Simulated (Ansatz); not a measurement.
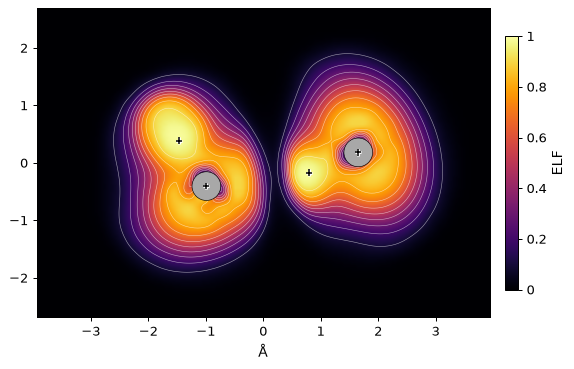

The ELF on a plane through atoms (crosses mark nuclei in the plane; grey discs cover the cores).

These are results of RKS PBE0-D4/def2-TZVPPD in Ansatz 0.2.0, not measurements.

Candidates:
A. CO
B. HF···HF

Question: Which system is this?

Answer: Candidate B: HF···HF on the molecular plane, which holds F and H. F1···H4 (1.80 Å): the ELF dips to about 0.10 between them: a closed-shell contact with the geometry of a hydrogen bond. F–H (0.92 Å): the ELF climbs to about 1 towards the hydrogen, as it does in any bond to H (an ordinary covalent bond to hydrogen).
